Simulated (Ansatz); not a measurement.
# triplet GeH4O2: levels of theory compared

Wanted: a comparison of 6 runs (U-r2SCAN0/cc-pVDZ, UBHLYP/cc-pVDZ, UBLYP/cc-pVDZ, UCAM-B3LYP/cc-pVDZ, UMP2/cc-pVDZ, UCCSD(T)/cc-pVDZ) of triplet GeH4O2. 

The results are computed with Ansatz 0.2.0.

53 further runs of the same task are left out: 53 set aside as unsound or not needed.

**1. The structure to begin with**

GeH4O2 has 7 atoms, charge 0, and is taken as a triplet. As SMILES of the parent species, `[OH][GeH2][OH]`. Geometry: relaxed at PBE0-D4/def2-TZVP. This is one conformer, not always the lowest. That shape belongs to the parent species and isn't relaxed for this state.

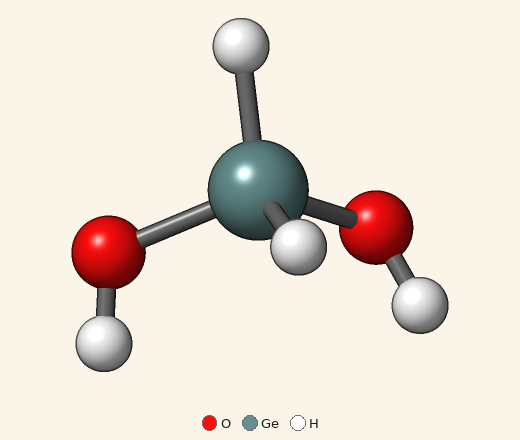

The structure, seen from a chosen angle (oxygen red, germanium teal, hydrogen white).

**2. A single-point energy at U-r2SCAN0/cc-pVDZ (run 1)**

The input, job.yaml:

```yaml
basis:
  gaussian:
    orbitals: cc-pVDZ
crystal:
  periodic: [false, false, false]
  atoms:
    - {symbol: O, position_ang: [-1.491300, -0.416000, -0.173900]}
    - {symbol: Ge, position_ang: [0.023500, 0.377000, 0.305300]}
    - {symbol: O, position_ang: [1.347400, -0.798900, 0.400600]}
    - {symbol: H, position_ang: [-1.634900, -0.418700, -1.122100]}
    - {symbol: H, position_ang: [0.363400, 1.460500, -0.739100]}
    - {symbol: H, position_ang: [-0.172500, 0.863100, 1.737300]}
    - {symbol: H, position_ang: [1.625600, -1.135200, -0.453800]}
magnetization:
  spin_polarized: true
  initial_magnetization: 2
hamiltonian:
  xc: {name: r2SCAN0}
accuracy: high
output: {orbitals: {seedname: orbitals}}
```

Command:

```bash
$ ansatz run job.yaml --threads 1 --pin off --max-ram 3480MiB --events-out events.jsonl --progress --plain --runs-dir runs
```

Output:

```text
Warning: RAYON_NUM_THREADS=1 ignored (pool sized by the plan → 1); use --threads N
Functional definition: r2SCAN0
  name "r2SCAN0"
  parameter a = 0.25
  parameter k0 = 0.174
  parameter k1 = 0.065
  parameter a1 = 4.9479
  exchange = (1 - a)*r2scan_x(k0 = k0, k1 = k1, a1 = a1) + a*exact_x
  correlation = r2scan_c
1673 factors; integrals over basis functions are off by at most 4.6e-9 eV
mean field evaluation 1: about -60657.7627 eV, gradient 4.6e1 eV
mean field evaluation 2: about -60621.0561 eV, gradient 1.0e2 eV
mean field evaluation 4: about -60665.3341 eV, gradient 1.6e1 eV
mean field evaluation 8: about -60666.7642 eV, gradient 2.3e0 eV
mean field evaluation 16: about -60667.1180 eV, gradient 1.3e-1 eV
mean field evaluation 32: about -60667.1189 eV, gradient 1.7e-4 eV
mean field -60667.11894972 eV, -2229.4754997521 hartree, gradient 5.2e-8 eV, S^2 2.009090; 4 other end points of the search recorded, 0 dependent functions left out
reference -60667.11895136 eV, -2229.4754998124 hartree; 27, 25 occupied and 48, 50 virtual orbitals, 1673 factors
Total energy: -60667.11895136 eV, -2229.4754998124 hartree
```

It took 50 s on 1 thread of Arm Neoverse V2, shared host; peak memory 0.49 GiB.

**3. A single-point energy at UBHLYP/cc-pVDZ (run 2)**

The input, in.yaml:

```yaml
crystal:
  periodic: [false, false, false]
  atoms:
    - {symbol: O, position_ang: [-1.491300, -0.416000, -0.173900]}
    - {symbol: Ge, position_ang: [0.023500, 0.377000, 0.305300]}
    - {symbol: O, position_ang: [1.347400, -0.798900, 0.400600]}
    - {symbol: H, position_ang: [-1.634900, -0.418700, -1.122100]}
    - {symbol: H, position_ang: [0.363400, 1.460500, -0.739100]}
    - {symbol: H, position_ang: [-0.172500, 0.863100, 1.737300]}
    - {symbol: H, position_ang: [1.625600, -1.135200, -0.453800]}
basis:
  gaussian:
    orbitals: cc-pVDZ
magnetization:
  spin_polarized: true
  initial_magnetization: 2
hamiltonian:
  xc: {name: BHLYP}
accuracy: high
output: {orbitals: {seedname: orbitals}}
```

Command:

```bash
$ ansatz run in.yaml --threads 1 --pin off --max-ram 3480MiB --events-out events.jsonl --progress --plain --runs-dir runs
```

Output:

```text
Warning: RAYON_NUM_THREADS=1 ignored (pool sized by the plan → 1); use --threads N
Functional definition: BHLYP
  name "BHLYP"
  parameter a = 0.5
  exchange = (1 - a)*b88_x + a*exact_x
  correlation = lyp_c
1673 factors; integrals over basis functions are off by at most 4.6e-9 eV
mean field evaluation 1: about -60658.9278 eV, gradient 4.4e1 eV
mean field evaluation 2: about -60641.8658 eV, gradient 7.7e1 eV
mean field evaluation 4: about -60666.8718 eV, gradient 4.5e0 eV
mean field evaluation 8: about -60667.4330 eV, gradient 2.5e0 eV
mean field evaluation 16: about -60667.8122 eV, gradient 1.7e-6 eV
mean field -60667.81217018 eV, -2229.5009751342 hartree, gradient 2.8e-8 eV, S^2 2.006913; 4 other end points of the search recorded, 0 dependent functions left out
reference -60667.81219638 eV, -2229.5009760969 hartree; 27, 25 occupied and 48, 50 virtual orbitals, 1673 factors
Total energy: -60667.81219638 eV, -2229.5009760969 hartree
```

It took 11 s on 1 thread of Arm Neoverse V2, shared host; peak memory 0.35 GiB.

Runs 3 to 5 aren't shown in full; the table further down has their settings and results.

**4. The energy at UCCSD(T)/cc-pVDZ (run 6)**

Changes to in.yaml since step 3:

```diff
@@ -16,5 +16,7 @@
   initial_magnetization: 2
-hamiltonian:
-  xc: {name: BHLYP}
 accuracy: high
-output: {orbitals: {seedname: orbitals}}
+scf:
+  omitted_lower_state_checks: [cluster_reference, increment]
+correlation:
+  method: ccsd_t
+  frozen_orbitals: {Ge: 9, H: 0, O: 1}
```

Command:

```bash
$ ansatz run in.yaml --threads 1 --pin off --max-ram 3480MiB --events-out events.jsonl --progress --plain --runs-dir runs
```

Output, shortened:

```text
Warning: RAYON_NUM_THREADS=1 ignored (pool sized by the plan → 1); use --threads N
Functional definition: HF
  name "HF"
[...]
1673 factors; integrals over basis functions are off by at most 4.6e-9 eV
[...]
mean field -60604.75228762 eV, -2227.1835671934 hartree, gradient 2.8e-8 eV, S^2 2.007592; 8 other end points of the search recorded, 0 dependent functions left out
11 core orbitals not correlated: weight in the atoms' cores, before any rotation towards them, 1.000 or more for the frozen orbitals, at most 0.000 for the correlated occupied ones
reference -60604.75228762 eV, -2227.1835671934 hartree; 16, 14 occupied and 48, 50 virtual orbitals, 1673 factors
second order -12.57091154 eV of doubles, -0.00000000 eV of singles
cycle   1  -13.03811879 eV  change   -4.7e-1 eV  update   9.2e-2
[...]
cycle  39  -13.53453890 eV  change   5.7e-10 eV  update   3.5e-9
perturbative correction -0.33595062 eV, -0.0123459574 hartree
Total energy: -60618.62277714 eV, -2227.6932982814 hartree
Checks for a lower state left out: cluster_reference, increment
```

It took 82 s on 1 thread of Arm Neoverse V2, shared host; peak memory 0.62 GiB.

**5. The series**

```csv
run,level,frozen core orbitals,energy (Eh),HOMO energy (eV),⟨S²⟩,wall time
1,U-r2SCAN0/cc-pVDZ,–,-2229.475500,-2.17,2.009,50 s
2,UBHLYP/cc-pVDZ,–,-2229.500976,-2.71,2.007,11 s
3,UBLYP/cc-pVDZ,–,-2229.640446,-0.88,2.003,21 s
4,UCAM-B3LYP/cc-pVDZ,–,-2229.664229,-2.98,2.008,25 s
5,UMP2/cc-pVDZ,11,-2227.645540,–,2.008,27 s
6,UCCSD(T)/cc-pVDZ,11,-2227.693298,–,2.008,82 s
```

**6. Outcome**

| quantity | value |
| --- | --- |
| run 6: total energy | -2227.69330 Eh |
| run 6: correlation energy (11 core orbitals frozen) | -509.7 mEh |
| run 6: (T) correction | -12.35 mEh |
| run 6: ⟨S²⟩ of the reference determinant | 2.008 |
| run 6: T1 diagnostic | 0.023 |

Totals of different functionals can't be ranked against each other. All runs together took 3.6 min, the longest 82 s.
